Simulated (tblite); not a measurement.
C2H5N2Si: geometry relaxation (part 2 of 4)

C2H5N2Si, multiplicity 2, SMILES [C]#C[SiH](N)N; GFN2-xTB geometry optimisation, gas phase (tblite 0.8.0). It belongs to a series of runs on one base structure; here: H removed from sp C.

Geometry of the input (Å):
```
C  -0.6686  2.8380  0.1774
C  -0.3810  1.6795  0.2809
Si 0.0661  -0.0956  0.4617
N  -1.1139  -1.1567  -0.3441
N  1.6280  -0.4150  -0.3608
H  0.1289  -0.3838  1.8770
H  -1.7350  -0.6615  -1.0072
H  -1.6361  -1.7635  0.3374
H  1.4300  -0.3554  -1.3882
H  2.2904  0.3187  -0.0566
```

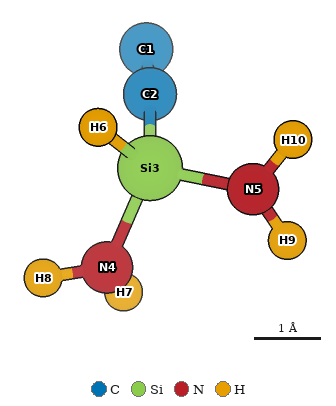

The geometry at step 39 of the log (ball-and-stick view, seen at a tilt; atoms are numbered from 1 in the order of the input).

**Trajectory as extended XYZ, continued**
```
10
Properties=species:S:1:pos:R:3:forces:R:3 step=26 energy=-387.65000
C    -0.7998    2.8719    0.2036   -0.0090  -0.0020   0.0170
C    -0.4777    1.7235    0.3423   -0.0110   0.0320  -0.0080
Si    0.0609   -0.0720    0.4629   -0.0340  -0.0280  -0.0020
N    -1.1099   -1.0832   -0.3018   -0.0510  -0.0320   0.0360
N     1.5437   -0.3281   -0.3675    0.0060  -0.0280   0.0150
H     0.2677   -0.4226    1.8664   -0.0330   0.0020  -0.0130
H    -1.6679   -0.7270   -1.0609    0.0820   0.0510  -0.0220
H    -1.6907   -1.6518    0.2898   -0.0220  -0.0260   0.0400
H     1.5364   -0.5229   -1.3551    0.0480   0.0340   0.0250
H     2.3463    0.2169   -0.1023    0.0250  -0.0030  -0.0890
10
Properties=species:S:1:pos:R:3:forces:R:3 step=27 energy=-387.65118
C    -0.8223    2.8670    0.2142   -0.0230   0.0710   0.0070
C    -0.4795    1.7245    0.3461    0.0000  -0.0290   0.0000
Si    0.0633   -0.0695    0.4614   -0.0320  -0.0410   0.0370
N    -1.1066   -1.0831   -0.3026   -0.0490  -0.0270   0.0500
N     1.5435   -0.3269   -0.3699    0.0190  -0.0470   0.0250
H     0.2735   -0.4192    1.8663   -0.0430   0.0070  -0.0390
H    -1.6541   -0.7265   -1.0693    0.0750   0.0420  -0.0260
H    -1.7015   -1.6325    0.2935   -0.0210  -0.0230   0.0310
H     1.5413   -0.5402   -1.3524    0.0290   0.0230  -0.0220
H     2.3513    0.2110   -0.1098    0.0440   0.0250  -0.0630
10
Properties=species:S:1:pos:R:3:forces:R:3 step=28 energy=-387.65245
C    -0.8500    2.8610    0.2277   -0.0170   0.0830   0.0030
C    -0.4810    1.7257    0.3502   -0.0050  -0.0420   0.0000
Si    0.0661   -0.0676    0.4595   -0.0180  -0.0370   0.0600
N    -1.1036   -1.0839   -0.3023   -0.0400  -0.0020   0.0500
N     1.5442   -0.3261   -0.3726    0.0350  -0.0620   0.0150
H     0.2787   -0.4143    1.8653   -0.0470   0.0040  -0.0450
H    -1.6352   -0.7247   -1.0796    0.0640   0.0100  -0.0100
H    -1.7155   -1.6095    0.2987   -0.0250  -0.0140   0.0070
H     1.5470   -0.5607   -1.3495    0.0070   0.0140  -0.0480
H     2.3582    0.2047   -0.1200    0.0460   0.0460  -0.0340
10
Properties=species:S:1:pos:R:3:forces:R:3 step=29 energy=-387.65339
C    -0.8686    2.8561    0.2379   -0.0090   0.0780   0.0010
C    -0.4808    1.7261    0.3518   -0.0100  -0.0490  -0.0010
Si    0.0679   -0.0677    0.4582    0.0100  -0.0180   0.0440
N    -1.1027   -1.0856   -0.3006    0.0000   0.0310   0.0450
N     1.5461   -0.3269   -0.3744    0.0290  -0.0550   0.0400
H     0.2788   -0.4100    1.8637   -0.0400  -0.0070  -0.0180
H    -1.6196   -0.7221   -1.0859    0.0350  -0.0230  -0.0030
H    -1.7260   -1.5944    0.3030   -0.0410  -0.0100  -0.0100
H     1.5503   -0.5728   -1.3478   -0.0060   0.0010  -0.0820
H     2.3635    0.2019   -0.1285    0.0310   0.0520  -0.0150
10
Properties=species:S:1:pos:R:3:forces:R:3 step=30 energy=-387.65401
C    -0.8759    2.8543    0.2425    0.0030   0.0530   0.0010
C    -0.4806    1.7262    0.3519   -0.0160  -0.0410  -0.0030
Si    0.0688   -0.0685    0.4580    0.0290   0.0110   0.0240
N    -1.1028   -1.0865   -0.2985    0.0120   0.0400   0.0340
N     1.5479   -0.3287   -0.3744    0.0360  -0.0510   0.0010
H     0.2768   -0.4081    1.8628   -0.0300  -0.0170   0.0110
H    -1.6114   -0.7206   -1.0882    0.0180  -0.0430   0.0030
H    -1.7314   -1.5889    0.3050   -0.0440  -0.0020  -0.0230
H     1.5514   -0.5767   -1.3483   -0.0120   0.0080  -0.0400
H     2.3662    0.2022   -0.1332    0.0030   0.0410  -0.0100
10
Properties=species:S:1:pos:R:3:forces:R:3 step=31 energy=-387.65469
C    -0.8720    2.8542    0.2427    0.0050   0.0480  -0.0010
C    -0.4786    1.7251    0.3492   -0.0100  -0.0560  -0.0030
Si    0.0693   -0.0712    0.4584    0.0600   0.0390  -0.0180
N    -1.1042   -1.0876   -0.2959    0.0420   0.0420   0.0310
N     1.5514   -0.3343   -0.3728    0.0120  -0.0130   0.0240
H     0.2692   -0.4072    1.8626   -0.0110  -0.0290   0.0500
H    -1.6089   -0.7193   -1.0861   -0.0100  -0.0490  -0.0160
H    -1.7322   -1.5923    0.3057   -0.0530  -0.0010  -0.0210
H     1.5496   -0.5698   -1.3501   -0.0110   0.0000  -0.0380
H     2.3654    0.2070   -0.1362   -0.0250   0.0190  -0.0090
10
Properties=species:S:1:pos:R:3:forces:R:3 step=32 energy=-387.65516
C    -0.8736    2.8547    0.2444    0.0420  -0.0590   0.0080
C    -0.4792    1.7246    0.3487   -0.0380   0.0390  -0.0120
Si    0.0711   -0.0716    0.4588    0.0580   0.0480  -0.0190
N    -1.1036   -1.0867   -0.2941   -0.0100   0.0120   0.0340
N     1.5541   -0.3391   -0.3713    0.0210  -0.0010  -0.0530
H     0.2665   -0.4071    1.8634   -0.0030  -0.0300   0.0530
H    -1.6057   -0.7200   -1.0873    0.0010  -0.0560  -0.0010
H    -1.7353   -1.5907    0.3064   -0.0140   0.0300  -0.0490
H     1.5492   -0.5691   -1.3523   -0.0120   0.0160   0.0510
H     2.3654    0.2097   -0.1392   -0.0450   0.0000  -0.0110
10
Properties=species:S:1:pos:R:3:forces:R:3 step=33 energy=-387.65558
C    -0.8649    2.8573    0.2410    0.0280  -0.0310   0.0050
C    -0.4805    1.7243    0.3472   -0.0160   0.0100  -0.0090
Si    0.0717   -0.0712    0.4595    0.0350   0.0240  -0.0110
N    -1.1054   -1.0854   -0.2909    0.0090   0.0340  -0.0150
N     1.5554   -0.3416   -0.3700    0.0130   0.0140  -0.0660
H     0.2633   -0.4099    1.8645    0.0030  -0.0220   0.0420
H    -1.6085   -0.7219   -1.0852    0.0130  -0.0520   0.0030
H    -1.7337   -1.5977    0.3041   -0.0290   0.0150  -0.0080
H     1.5481   -0.5621   -1.3538   -0.0140   0.0140   0.0670
H     2.3634    0.2128   -0.1389   -0.0420  -0.0060  -0.0090
10
Properties=species:S:1:pos:R:3:forces:R:3 step=34 energy=-387.65606
C    -0.8685    2.8571    0.2436    0.0470  -0.0870   0.0090
C    -0.4825    1.7238    0.3475   -0.0280   0.0750  -0.0130
Si    0.0751   -0.0695    0.4598    0.0060  -0.0140   0.0070
N    -1.1042   -1.0831   -0.2894   -0.0220  -0.0010   0.0160
N     1.5574   -0.3443   -0.3712   -0.0150   0.0300  -0.0020
H     0.2630   -0.4106    1.8664    0.0060  -0.0130   0.0100
H    -1.6044   -0.7251   -1.0875    0.0200  -0.0340  -0.0130
H    -1.7384   -1.5927    0.3037    0.0150   0.0400  -0.0170
H     1.5483   -0.5645   -1.3535   -0.0140   0.0000   0.0090
H     2.3630    0.2136   -0.1421   -0.0140   0.0040  -0.0070
10
Properties=species:S:1:pos:R:3:forces:R:3 step=35 energy=-387.65640
C    -0.8771    2.8558    0.2483    0.0390  -0.0580   0.0060
C    -0.4858    1.7244    0.3493   -0.0130   0.0470  -0.0080
Si    0.0778   -0.0672    0.4601   -0.0270  -0.0320   0.0270
N    -1.1034   -1.0809   -0.2867   -0.0200   0.0070  -0.0110
N     1.5577   -0.3433   -0.3729   -0.0150   0.0170   0.0010
H     0.2658   -0.4111    1.8671    0.0050  -0.0050  -0.0090
H    -1.5965   -0.7282   -1.0920    0.0330  -0.0320  -0.0070
H    -1.7453   -1.5836    0.3033    0.0170   0.0370   0.0050
H     1.5505   -0.5728   -1.3527   -0.0220  -0.0010  -0.0040
H     2.3652    0.2116   -0.1462    0.0040   0.0200   0.0010
10
Properties=species:S:1:pos:R:3:forces:R:3 step=36 energy=-387.65673
C    -0.8895    2.8526    0.2555    0.0340  -0.0320   0.0010
C    -0.4881    1.7245    0.3509   -0.0010   0.0190  -0.0020
Si    0.0810   -0.0659    0.4606   -0.0440  -0.0290   0.0260
N    -1.1018   -1.0791   -0.2850   -0.0140  -0.0050   0.0030
N     1.5586   -0.3434   -0.3749   -0.0110   0.0140   0.0130
H     0.2678   -0.4101    1.8679    0.0070  -0.0040  -0.0130
H    -1.5852   -0.7314   -1.0977    0.0270  -0.0230  -0.0260
H    -1.7539   -1.5696    0.3042    0.0230   0.0370   0.0110
H     1.5522   -0.5831   -1.3519   -0.0280  -0.0020  -0.0170
H     2.3678    0.2101   -0.1521    0.0080   0.0270   0.0050
10
Properties=species:S:1:pos:R:3:forces:R:3 step=37 energy=-387.65714
C    -0.9055    2.8477    0.2654    0.0270   0.0020  -0.0050
C    -0.4905    1.7242    0.3529    0.0140  -0.0180   0.0060
Si    0.0846   -0.0649    0.4615   -0.0400  -0.0120   0.0130
N    -1.0995   -1.0770   -0.2828   -0.0150  -0.0170  -0.0020
N     1.5600   -0.3441   -0.3772   -0.0160   0.0110   0.0180
H     0.2702   -0.4084    1.8686    0.0100  -0.0080  -0.0070
H    -1.5697   -0.7362   -1.1060    0.0260  -0.0210  -0.0330
H    -1.7648   -1.5495    0.3059    0.0180   0.0290   0.0190
H     1.5533   -0.5964   -1.3509   -0.0320   0.0020  -0.0130
H     2.3708    0.2092   -0.1599    0.0070   0.0300   0.0050
10
Properties=species:S:1:pos:R:3:forces:R:3 step=38 energy=-387.65760
C    -0.9198    2.8419    0.2755    0.0160   0.0460  -0.0110
C    -0.4920    1.7229    0.3545    0.0300  -0.0550   0.0150
Si    0.0881   -0.0647    0.4628   -0.0300   0.0070  -0.0050
N    -1.0971   -1.0751   -0.2810    0.0000  -0.0290   0.0010
N     1.5614   -0.3453   -0.3790   -0.0120   0.0160   0.0200
H     0.2715   -0.4068    1.8700    0.0130  -0.0140  -0.0010
H    -1.5533   -0.7425   -1.1149    0.0200  -0.0140  -0.0490
H    -1.7752   -1.5275    0.3079   -0.0020   0.0120   0.0310
H     1.5525   -0.6083   -1.3501   -0.0300   0.0080  -0.0030
H     2.3727    0.2100   -0.1681   -0.0040   0.0230   0.0010
10
Properties=species:S:1:pos:R:3:forces:R:3 step=39 energy=-387.65813
C    -0.9345    2.8350    0.2871    0.0100   0.0750  -0.0170
C    -0.4934    1.7209    0.3562    0.0400  -0.0670   0.0240
Si    0.0919   -0.0647    0.4645   -0.0110   0.0190  -0.0160
N    -1.0944   -1.0731   -0.2786   -0.0070  -0.0390  -0.0170
N     1.5633   -0.3473   -0.3806   -0.0170   0.0210   0.0170
H     0.2727   -0.4056    1.8719    0.0170  -0.0190   0.0010
H    -1.5333   -0.7516   -1.1265    0.0260  -0.0220  -0.0290
H    -1.7874   -1.5009    0.3108   -0.0190   0.0020   0.0290
H     1.5501   -0.6207   -1.3491   -0.0240   0.0170   0.0140
H     2.3739    0.2126   -0.1782   -0.0150   0.0140  -0.0060
10
Properties=species:S:1:pos:R:3:forces:R:3 step=40 energy=-387.65880
C    -0.9414    2.8284    0.2967   -0.0220   0.1620  -0.0250
C    -0.4934    1.7174    0.3566    0.0670  -0.1190   0.0380
Si    0.0948   -0.0658    0.4673    0.0000   0.0210  -0.0180
N    -1.0928   -1.0716   -0.2760    0.0390  -0.0440  -0.0250
N     1.5640   -0.3483   -0.3813   -0.0100   0.0250   0.0100
H     0.2721   -0.4065    1.8753    0.0190  -0.0220  -0.0070
H    -1.5131   -0.7647   -1.1380    0.0180  -0.0170  -0.0360
H    -1.7983   -1.4751    0.3133   -0.0730  -0.0280   0.0490
H     1.5444   -0.6279   -1.3482   -0.0130   0.0210   0.0250
H     2.3724    0.2188   -0.1883   -0.0250   0.0020  -0.0110
10
Properties=species:S:1:pos:R:3:forces:R:3 step=41 energy=-387.65917
C    -0.9582    2.8194    0.3134    0.0170   0.0800  -0.0260
C    -0.4944    1.7131    0.3590    0.0260   0.0030   0.0460
Si    0.1002   -0.0661    0.4708    0.0080   0.0140  -0.0100
N    -1.0894   -1.0697   -0.2713   -0.0590  -0.0740  -0.0450
N     1.5660   -0.3499   -0.3829    0.0000   0.0250  -0.0180
H     0.2730   -0.4075    1.8799    0.0220  -0.0220  -0.0240
H    -1.4789   -0.7838   -1.1579    0.0440  -0.0590   0.0840
H    -1.8193   -1.4336    0.3183   -0.0170   0.0120  -0.0470
H     1.5379   -0.6434   -1.3464    0.0000   0.0340   0.0570
H     2.3720    0.2262   -0.2055   -0.0420  -0.0120  -0.0150
10
Properties=species:S:1:pos:R:3:forces:R:3 step=42 energy=-387.66049
C    -0.9399    2.8223    0.3078   -0.0230   0.1670  -0.0300
C    -0.4916    1.7108    0.3572    0.0520  -0.0550   0.0540
Si    0.0972   -0.0685    0.4732    0.0090  -0.0030   0.0060
N    -1.0917   -1.0715   -0.2700    0.0700  -0.0500  -0.0530
N     1.5636   -0.3467   -0.3809   -0.0080   0.0120  -0.0180
H     0.2699   -0.4132    1.8823    0.0170  -0.0180  -0.0410
H    -1.4789   -0.7931   -1.1579    0.0210  -0.0300   0.0170
H    -1.8173   -1.4379    0.3174   -0.1230  -0.0440   0.0370
H     1.5313   -0.6313   -1.3465    0.0070   0.0210   0.0320
H     2.3664    0.2336   -0.2052   -0.0230   0.0000  -0.0060
10
Properties=species:S:1:pos:R:3:forces:R:3 step=43 energy=-387.66234
C    -0.9198    2.8271    0.3038   -0.0230   0.1530  -0.0280
C    -0.4898    1.7084    0.3572    0.0420  -0.0170   0.0620
Si    0.0942   -0.0708    0.4777    0.0010  -0.0200   0.0170
N    -1.0940   -1.0737   -0.2663    0.1280  -0.0470  -0.0440
N     1.5604   -0.3414   -0.3791   -0.0060  -0.0040  -0.0290
H     0.2682   -0.4231    1.8856    0.0100  -0.0080  -0.0580
H    -1.4680   -0.8120   -1.1639    0.0100  -0.0180   0.0020
H    -1.8237   -1.4344    0.3177   -0.1610  -0.0580   0.0570
H     1.5217   -0.6204   -1.3457    0.0140   0.0090   0.0140
H     2.3597    0.2449   -0.2096   -0.0150   0.0090   0.0070
10
Properties=species:S:1:pos:R:3:forces:R:3 step=44 energy=-387.66601
C    -0.8632    2.8459    0.2897    0.0450  -0.1080  -0.0050
C    -0.4883    1.7057    0.3611   -0.0350   0.2490   0.0620
Si    0.0849   -0.0754    0.4898   -0.0110  -0.0320   0.0190
N    -1.1005   -1.0807   -0.2541    0.1170  -0.0480  -0.0950
N     1.5508   -0.3248   -0.3749   -0.0100  -0.0340  -0.0410
H     0.2671   -0.4531    1.8907   -0.0090   0.0200  -0.0720
H    -1.4376   -0.8642   -1.1800    0.0320  -0.0260   0.1060
H    -1.8451   -1.4310    0.3180   -0.1410  -0.0300   0.0240
H     1.4977   -0.5922   -1.3433    0.0290  -0.0140  -0.0320
H     2.3431    0.2744   -0.2196   -0.0180   0.0230   0.0350
10
Properties=species:S:1:pos:R:3:forces:R:3 step=45 energy=-387.66713
C    -0.8480    2.8534    0.2809    0.0590  -0.1740   0.0060
C    -0.4864    1.7090    0.3631   -0.0470   0.2710   0.0520
Si    0.0804   -0.0762    0.4903   -0.0250  -0.0120  -0.0180
N    -1.1013   -1.0860   -0.2556    0.0940  -0.1040   0.1520
N     1.5474   -0.3190   -0.3746   -0.0300  -0.0530  -0.0240
H     0.2675   -0.4577    1.8877   -0.0140   0.0170  -0.0400
H    -1.4427   -0.8663   -1.1744   -0.0250   0.0160  -0.0720
H    -1.8448   -1.4458    0.3174   -0.0370   0.0180  -0.0360
H     1.4961   -0.5831   -1.3434    0.0310  -0.0180  -0.0560
H     2.3408    0.2765   -0.2140   -0.0050   0.0390   0.0370
10
Properties=species:S:1:pos:R:3:forces:R:3 step=46 energy=-387.66813
C    -0.8437    2.8557    0.2854   -0.0310   0.0990  -0.0110
C    -0.4894    1.7123    0.3716    0.0570  -0.0470   0.0740
Si    0.0791   -0.0755    0.4942   -0.0210   0.0300  -0.0680
N    -1.1003   -1.0901   -0.2481   -0.1340  -0.1330   0.0920
N     1.5440   -0.3122   -0.3767   -0.0150  -0.0350   0.0010
H     0.2717   -0.4673    1.8848   -0.0130   0.0160   0.0200
H    -1.4108   -0.8913   -1.1881    0.0080  -0.0460   0.1490
H    -1.8684   -1.4237    0.3196    0.1590   0.1170  -0.2120
H     1.4886   -0.5896   -1.3411    0.0440  -0.0110  -0.0670
H     2.3381    0.2862   -0.2241   -0.0540   0.0100   0.0230
10
Properties=species:S:1:pos:R:3:forces:R:3 step=47 energy=-387.66951
C    -0.8427    2.8598    0.2791   -0.0100   0.0310  -0.0020
C    -0.4895    1.7160    0.3726    0.0430  -0.0150   0.0550
Si    0.0775   -0.0741    0.4902   -0.0240   0.0430  -0.0470
N    -1.1006   -1.0921   -0.2489   -0.0390  -0.0970   0.0580
N     1.5442   -0.3148   -0.3764    0.0050  -0.0140  -0.0040
H     0.2717   -0.4641    1.8807   -0.0110   0.0150   0.0320
H    -1.4277   -0.8781   -1.1776    0.0010  -0.0270   0.0400
H    -1.8585   -1.4423    0.3163    0.0670   0.0750  -0.0910
H     1.4949   -0.5863   -1.3431    0.0350  -0.0090  -0.0580
H     2.3396    0.2805   -0.2155   -0.0670  -0.0020   0.0170
10
Properties=species:S:1:pos:R:3:forces:R:3 step=48 energy=-387.67108
C    -0.8420    2.8599    0.2802    0.0220  -0.0630   0.0070
C    -0.4849    1.7165    0.3753    0.0010   0.0820   0.0420
Si    0.0768   -0.0751    0.4898   -0.0210   0.0290  -0.0290
N    -1.0979   -1.0983   -0.2487   -0.0050  -0.0600   0.0480
N     1.5433   -0.3156   -0.3770    0.0050  -0.0150  -0.0260
H     0.2698   -0.4633    1.8815   -0.0110   0.0160   0.0210
H    -1.4236   -0.8834   -1.1771    0.0030  -0.0220   0.0040
H    -1.8616   -1.4347    0.3147    0.0260   0.0440  -0.0450
H     1.4935   -0.5853   -1.3448    0.0380  -0.0040  -0.0340
H     2.3355    0.2840   -0.2165   -0.0580  -0.0040   0.0130
10
Properties=species:S:1:pos:R:3:forces:R:3 step=49 energy=-387.67441
C    -0.8427    2.8603    0.2883    0.0510  -0.1290   0.0190
C    -0.4739    1.7203    0.3901   -0.0460   0.1240   0.0160
Si    0.0751   -0.0765    0.4901   -0.0030  -0.0030  -0.0030
N    -1.0880   -1.1184   -0.2438   -0.1050   0.0110   0.0420
N     1.5387   -0.3161   -0.3813    0.0100   0.0030  -0.0500
H     0.2676   -0.4652    1.8829   -0.0090   0.0220   0.0060
H    -1.3920   -0.9141   -1.1833    0.0310  -0.0410   0.0120
H    -1.8846   -1.3942    0.3097    0.0730   0.0270  -0.0500
H     1.4879   -0.5898   -1.3488    0.0410   0.0060   0.0080
H     2.3209    0.2983   -0.2266   -0.0430  -0.0200  -0.0010
10
Properties=species:S:1:pos:R:3:forces:R:3 step=50 energy=-387.67541
C    -0.8348    2.8634    0.2916    0.0520  -0.1430   0.0250
C    -0.4716    1.7221    0.3998   -0.0490   0.1240   0.0080
Si    0.0733   -0.0768    0.4932    0.0060  -0.0160   0.0050
N    -1.0859   -1.1261   -0.2366   -0.1790   0.0520  -0.0750
N     1.5347   -0.3131   -0.3835   -0.0040  -0.0010  -0.0590
H     0.2682   -0.4728    1.8844   -0.0110   0.0340  -0.0050
H    -1.3654   -0.9433   -1.1920    0.0640  -0.0710   0.1550
H    -1.9020   -1.3684    0.3062    0.1060   0.0270  -0.0760
H     1.4819   -0.5907   -1.3501    0.0400   0.0090   0.0200
H     2.3105    0.3103   -0.2357   -0.0250  -0.0150   0.0010
10
Properties=species:S:1:pos:R:3:forces:R:3 step=51 energy=-387.67647
C    -0.8377    2.8618    0.2958    0.0040   0.0150   0.0120
C    -0.4716    1.7232    0.4049    0.0000  -0.0350   0.0170
Si    0.0735   -0.0761    0.4935    0.0130  -0.0250   0.0020
N    -1.0852   -1.1272   -0.2338   -0.1220   0.0740  -0.1170
N     1.5330   -0.3133   -0.3862   -0.0250  -0.0060  -0.0390
H     0.2688   -0.4726    1.8850   -0.0090   0.0360  -0.0110
H    -1.3544   -0.9539   -1.1938    0.0630  -0.0690   0.1480
H    -1.9074   -1.3540    0.3029    0.0410   0.0010  -0.0280
H     1.4834   -0.5955   -1.3513    0.0270   0.0060   0.0120
H     2.3064    0.3122   -0.2396    0.0080   0.0030   0.0040
10
Properties=species:S:1:pos:R:3:forces:R:3 step=52 energy=-387.67792
C    -0.8305    2.8617    0.3010   -0.0290   0.1120   0.0050
C    -0.4704    1.7224    0.4122    0.0330  -0.1270   0.0260
Si    0.0735   -0.0775    0.4969   -0.0080  -0.0190   0.0020
N    -1.0866   -1.1282   -0.2269   -0.0620   0.0710  -0.1450
N     1.5284   -0.3107   -0.3902    0.0280   0.0240   0.0000
H     0.2667   -0.4774    1.8879   -0.0020   0.0390  -0.0160
H    -1.3283   -0.9832   -1.1985    0.0460  -0.0620   0.1500
H    -1.9214   -1.3292    0.2975   -0.0140  -0.0150  -0.0060
H     1.4807   -0.5963   -1.3533    0.0070  -0.0120  -0.0260
H     2.2968    0.3229   -0.2493    0.0010  -0.0110   0.0090
```
